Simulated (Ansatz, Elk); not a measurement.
**Bonding as seen by X-rays: Be2BiAs2**

Structure refinements treat a crystal as free atoms side by side. For a made-up structure of Be2BiAs2 (cell and positions from a PBEsol relaxation) the runs below show what the calculated density changes in F(hkl).

Method: DFT, PBE, all-electron APW+lo, Dirac cores, scalar-relativistic bands, static density, no spin, in Elk 11.2.3 (patched build).

The structure was built from a prototype and need not be the compound's stable phase.

## 1. Starting point

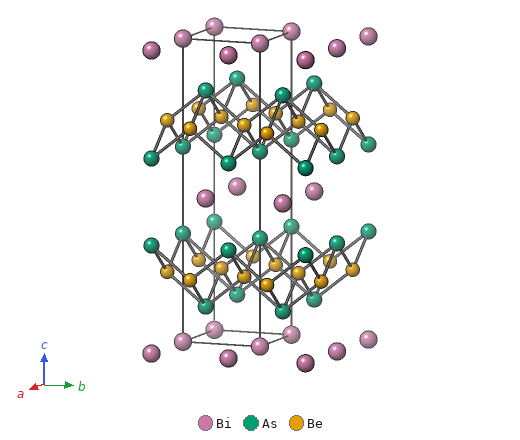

The starting structure, seen slightly off an axis (bismuth pink, arsenic teal, beryllium orange). 2×2×1 cells are drawn. This picture shows the conventional cell, with its axes. Some periodic images of atoms are drawn too.

## 2. Ground state and structure factors

An all-electron density is needed, since X-rays see the cores too. Task 0 finds the density and task 195 Fourier-transforms it; tshift is off so that phases refer to the origin typed.

elk.in reads:

```
tasks
  0
  195

xctype
  20

spinpol
  .false.

rgkmax
  7.0

gmaxvr
  14.0

lmaxo
  7

lmaxapw
  8

swidth
  0.002

tshift
  .false.

ramdisk
  .false.

hmaxvr
  5.5

maxscl
  120

epspot
  1e-06

sppath
  './'

avec
  -3.41520654917 3.41520654917 12.59040585893
  3.41520654917 -3.41520654917 12.59040585893
  3.41520654917 3.41520654917 -12.59040585893

atoms
  3
  'Bi.in'
  1
  0.0000000000 0.0000000000 -0.0000000000   0.000000 0.000000 0.000000
  'As.in'
  2
  0.6434837648 0.6434837648 0.0000000000   0.000000 0.000000 0.000000
  0.3565162352 0.3565162352 0.0000000000   0.000000 0.000000 0.000000
  'Be.in'
  2
  0.7500000000 0.2500000000 0.5000000000   0.000000 0.000000 0.000000
  0.2500000000 0.7500000000 0.5000000000   0.000000 0.000000 0.000000

ngridk
  9 9 9
```

The run is started by

```console
OMP_NUM_THREADS=4 elk
```

Numbers of over 12 decimals in the logs are rounded to 6 here.

The log of the run:

```text
┌─────────────────────────┐
│ Elk code version 11.2.3 │
└─────────────────────────┘

All units are atomic (Hartree, Bohr, etc.)

┌─────────────────────────────────────────────────┐
│ Ground-state run starting from atomic densities │
└─────────────────────────────────────────────────┘

Lattice vectors :
  -3.415206549       3.415206549       12.59040586
   3.415206549      -3.415206549       12.59040586
   3.415206549       3.415206549      -12.59040586

Reciprocal lattice vectors :
 -0.3418778397E-16  0.9198836464      0.2495227468
  0.9198836464     -0.3418778397E-16  0.2495227468
  0.9198836464      0.9198836464      0.8618205247E-17

Unit cell volume      :    587.3996327
Brillouin zone volume :   0.4222852716

Muffin-tin inner radius fraction :   0.1000000000E-01

Nuclei treated as point charges

Species : 1 (Bi)
 parameters loaded from : Bi.in
 name : bismuth
 nuclear charge    :   -83.00000000
 electronic charge :    83.00000000
 atomic mass :    380947.9285
 muffin-tin radius :    2.800000000
 number of radial points in muffin-tin :   1393
 inner part over the whole radius :   0.9976520004E-02
 number on inner part of muffin-tin    :   1001
 approximate nuclear radius :   0.1052171418E-03
 number of mesh points to nuclear radius :    526
 atomic positions (lattice), magnetic fields (Cartesian) :
  1 :   0.00000000  0.00000000  0.00000000    0.00000000  0.00000000  0.00000000

Species : 2 (As)
 parameters loaded from : As.in
 name : arsenic
 nuclear charge    :   -33.00000000
 electronic charge :    33.00000000
 atomic mass :    136573.7220
 muffin-tin radius :    2.400000000
 number of radial points in muffin-tin :    993
 inner part over the whole radius :   0.9862024899E-02
 number on inner part of muffin-tin    :    702
 approximate nuclear radius :   0.7712558785E-04
 number of mesh points to nuclear radius :    341
 atomic positions (lattice), magnetic fields (Cartesian) :
  1 :  -0.35651624 -0.35651624  0.00000000    0.00000000  0.00000000  0.00000000
  2 :   0.35651624  0.35651624  0.00000000    0.00000000  0.00000000  0.00000000

Species : 3 (Be)
 parameters loaded from : Be.in
 name : beryllium
 nuclear charge    :   -4.000000000
 electronic charge :    4.000000000
 atomic mass :    16428.20280
 muffin-tin radius :    1.800000000
 number of radial points in muffin-tin :    593
 inner part over the whole radius :   0.9826427374E-02
 number on inner part of muffin-tin    :    403
 approximate nuclear radius :   0.4290726161E-04
 number of mesh points to nuclear radius :    156
 atomic positions (lattice), magnetic fields (Cartesian) :
  1 :  -0.25000000  0.25000000  0.50000000    0.00000000  0.00000000  0.00000000
  2 :   0.25000000 -0.25000000  0.50000000    0.00000000  0.00000000  0.00000000

Total number of atoms per unit cell :    5
Total muffin-tin volume :    256.6220431
 ratio of muffin-tin to unit cell volume :   0.4368781130

Spin treatment :
 spin-unpolarised

Number of Bravais lattice symmetries :   16
Number of crystal symmetries         :   16
Crystal has inversion symmetry
Real symmetric eigensolver will be used

k-point grid :      9     9     9
k-point offset :    0.000000000       0.000000000       0.000000000
k-point set is reduced with full crystal symmetry group
Total number of k-points :       75

Muffin-tin radius times maximum |G+k| :    7.000000000
 using average radius
Maximum |G+k| for APW functions       :    3.125000000
Maximum (1/2)|G+k|²                   :    4.882812500
Maximum |G| for potential and density :    14.00000000
Constant for pseudocharge density :   10
 order of it for each species :   17  17  17
 order of it for pair densities of each species (exact exchange by exxq0 0: 18) :   15  11   5
Radial integration step length :    1

G-vector grid sizes :     63    63    63
Number of G-vectors :    27205

Maximum angular momentum used for
 APW functions            :    8
 outer part of muffin-tin :    7
 inner part of muffin-tin :    2

Total nuclear charge    :   -157.0000000
[...]
Density of states at Fermi energy :    31.17494714
 (states/Hartree/unit cell)

Estimated indirect band gap :   0.3101776842E-02
 from k-point 24 to k-point 22
Estimated direct band gap   :   0.1169685721E-01
 at k-point 25

Charges :
 core                        :    108.0000000
 valence                     :    49.00000000
 interstitial                :    7.223295209
 muffin-tins (core leakage)
  species : 1 (Bi)
   atom 1                    :    80.48806878     (  0.6969409484E-03)
  species : 2 (As)
[...]
species : 3 (Be)
[...]
total in muffin-tins        :    149.7767048
 total calculated charge     :    156.9963201
 total charge                :    157.0000000
 error                       :   0.3679882567E-02

RMS change in Kohn-Sham potential (target) :    4.129942285     (  0.1000000000E-05)
Absolute change in total energy (target)   :    3.863743992     (  0.1000000000E-03)

[... loops 3 to 15 left out ...]

┌──────────────────┐
│ Loop number : 16 │
└──────────────────┘

Energies :
 Fermi                       :     0.262701
 sum of occupied eigenvalues :     -15992.902768663
 electron kinetic            :      29899.682378952
 core electron kinetic       :      29385.226238966
 Coulomb                     :     -55460.637424502
 Coulomb potential           :     -45144.931692103
 nuclear-nuclear             :     -2005.0333768438
 electron-nuclear            :     -61798.483832691
 Hartree                     :      8342.8797850324
 Madelung                    :     -32888.171578450
 xc potential                :     -747.65345551172
 exchange                    :     -563.66806781301
 correlation                 :     -8.649868
 electron entropic           :    -0.60694251881179E-03
 total energy                :     -26133.273588710

Density of states at Fermi energy :    46.34437796
 (states/Hartree/unit cell)

Estimated indirect band gap :   0.1852567657E-02
 from k-point 16 to k-point 20
Estimated direct band gap   :   0.3939246273E-02
 at k-point 16

Charges :
 core                        :    108.0000000
 valence                     :    49.00000000
 interstitial                :    7.182051941
 muffin-tins (core leakage)
  species : 1 (Bi)
[...]
species : 2 (As)
[...]
species : 3 (Be)
[...]
total in muffin-tins        :    149.8179481
 total calculated charge     :    156.9964561
 total charge                :    157.0000000
 error                       :   0.3543895238E-02

RMS change in Kohn-Sham potential (target) :   0.8290829962E-06 (  0.1000000000E-05)
Absolute change in total energy (target)   :   0.4316971172E-04 (  0.1000000000E-03)

Convergence targets achieved

┌──────────────────┐
│ Loop number : 17 │
└──────────────────┘

Energies :
 Fermi                       :     0.262701
 sum of occupied eigenvalues :     -15992.902755682
 electron kinetic            :      29899.682385553
 core electron kinetic       :      29385.226247828
 Coulomb                     :     -55460.637423358
 Coulomb potential           :     -45144.931692108
 nuclear-nuclear             :     -2005.0333768438
 electron-nuclear            :     -61798.483829096
 Hartree                     :      8342.8797825810
 Madelung                    :     -32888.171577304
 xc potential                :     -747.65344912731
 exchange                    :     -563.66806782544
 correlation                 :     -8.649868
 electron entropic           :    -0.60694245245237E-03
 total energy                :     -26133.273580970

Density of states at Fermi energy :    46.34436850
 (states/Hartree/unit cell)

Estimated indirect band gap :   0.1852542092E-02
 from k-point 16 to k-point 20
Estimated direct band gap   :   0.3939242826E-02
 at k-point 16

Charges :
 core                        :    108.0000000
 valence                     :    49.00000000
 interstitial                :    7.182051517
 muffin-tins (core leakage)
  species : 1 (Bi)
[...]
species : 2 (As)
[...]
atom 2                    :    31.61791992     (  0.1439891657E-03)
  species : 3 (Be)
   atom 1                    :    2.779303442     (  0.1137878198E-02)
   atom 2                    :    2.779303442     (  0.1137878198E-02)
 total in muffin-tins        :    149.8179485
 total calculated charge     :    156.9964561
 total charge                :    157.0000000
 error                       :   0.3543895302E-02

┌──────────────────────────────┐
│ Self-consistent loop stopped │
└──────────────────────────────┘

Warning : core states of species 1 leak from the muffin-tin :   0.6625088384E-03

Warning : core states of species 2 leak from the muffin-tin :   0.1439891657E-03

Warning : core states of species 3 leak from the muffin-tin :   0.1137878198E-02

Wrote STATE.OUT
```

Run time: 94 s. Hardware: 4 threads of Arm Neoverse N1, shared host; peak memory 0.24 GiB; 4.9 min of CPU time.

SFACRHO.OUT:

```text

h k l indices transformed by vhmat matrix:
   1.000000000       0.000000000       0.000000000    
   0.000000000       1.000000000       0.000000000    
   0.000000000       0.000000000       1.000000000    

      h      k      l  multipl.   |H|            Re(F)            Im(F)           |F|

      0      0      0      1   0.0000000       157.00000     -0.34112132E-15   157.00000    
      1      1     -1      2  0.49904549       58.576517     -0.22709331E-14   58.576517    
      0     -1      1      8  0.95312514       39.107541      -0.0000000       39.107541    
     -2     -2      2      2  0.99809099       28.677392     -0.44126658E-14   28.677392    
      2      1     -1      8   1.1859765       121.21194      -0.0000000       121.21194    
      0      0     -1      4   1.3009119       119.00461     -0.61234748E-15   119.00461    
      0     -2      1      8   1.3933479       61.613466     -0.14802377E-14   61.613466    
      3      3     -3      2   1.4971365       96.678057     -0.13525929E-14   96.678057    
      3      2     -2      8   1.5500729       77.605497      -0.0000000       77.605497    
     -3     -1      2      8   1.6396821       19.057514      0.37432900E-14   19.057514    
     -1      1      1      4   1.8397673       114.30839     -0.60549855E-15   114.30839    
     -2      0      0      8   1.9062503       49.440312      0.56123284E-14   49.440312    
     -4     -3      3      8   1.9740832       17.328729      -0.0000000       17.328729    
     -3     -3      2      8   1.9833783       95.063822     -0.39102098E-14   95.063822    
      4      4     -4      2   1.9961820       92.781694      0.77930002E-14   92.781694    
     -1      2     -1     16   2.0720017       33.995957      -0.0000000       33.995957    
     -3     -1      1      8   2.0930670       25.009284     -0.22048788E-14   25.009284    
      0     -3      1     16   2.1889002       99.628220      -0.0000000       99.628220
```

Elk indexes on the primitive cell of elk.in and gives |H| = 4π sin θ/λ in inverse bohr. Below, one row stands for each form hkl of the conventional cell (m members, Friedel mates merged), F is for one primitive cell and the density is static (no thermal factor). Free-atom factors are Waasmaier and Kirfel's, and R is Σm||F|−|F'||/Σm|F|.

```
hkl  m  sin θ/λ (Å⁻¹)  abs F, DFT  neutral atoms   diff.
002  2          0.075      58.577         58.946  -0.369
101  8          0.143      39.108         39.443  -0.336
004  2          0.150      28.677         28.685  -0.007
103  8          0.178     121.212        121.090  +0.122
110  4          0.196     119.005        119.183  -0.178
112  8          0.209      61.614         61.533  +0.080
006  2          0.225      96.678         96.761  -0.083
105  8          0.233      77.606         77.695  -0.089
114  8          0.247      19.058         18.967  +0.090
200  4          0.277     114.308        114.641  -0.333
202  8          0.287      49.440         49.297  +0.143
107  8          0.297      17.329         16.992  +0.337
116  8          0.298      95.064         95.198  -0.135
008  2          0.300      92.782         93.005  -0.223
```

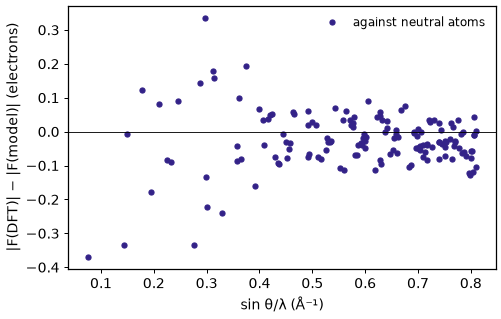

Difference between the calculated structure factors and the independent-atom ones.

## 3. The highest occupied states alone

An energy window below the Fermi level keeps the highest occupied states, to see at which angles they scatter; shallow core shells can lie inside it and anion s states outside. No new self-consistency is needed.

elk.in, as its differences from that of step 2:

```diff
@@ -1,3 +1,2 @@
 tasks
-  0
   195
@@ -40,2 +39,5 @@
 
+wsfac
+  -0.104790 0.562700
+
 sppath
```

The run is started by

```console
OMP_NUM_THREADS=4 elk
```

The log of the run:

```text
┌─────────────────────────────────┐
│ Elk code version 11.2.3 started │
└─────────────────────────────────┘

Info(readinput): the functional depends on the density's gradient
 muffin-tin radial points multiplied by    2.00000
 (not where nrmtscf is given)

┌────────────────────┐
│ Current task : 195 │
└────────────────────┘

Info(sfacrho): density structure factors written to SFACRHO.OUT

 Energy window :  -0.1047900000      0.5627000000

┌──────────────────┐
│ Elk code stopped │
└──────────────────┘
```

The job ended after 18 s (4 threads; peak memory 0.17 GiB).

States within 10 eV below the Fermi level hold 13.38 electrons; any levels below the window count with the cores, and a count that is not whole means the window cuts a band. Their amplitudes can exceed the total, where window and core parts have opposite phase:

```
hkl  sin θ/λ (Å⁻¹)  abs F, window  abs F, all
002          0.075          1.601      58.577
101          0.143          1.160      39.108
004          0.150          0.614      28.677
103          0.178          1.540     121.212
110          0.196          0.563     119.005
112          0.209          0.330      61.614
006          0.225          0.056      96.678
105          0.233          0.171      77.606
114          0.247          0.386      19.058
200          0.277          0.321     114.308
```

(Part 1 of 2 ends here.)

[Logs are printed without paths, hosts, clocks, repeated set-up lines and the standing remarks that a program may print on its own settings, such as how far it seeks lower states.]

[Hosts, paths, dates, database ids (printed as entryN), source tags and the programs' standing remarks are cut or masked in the printed files.]
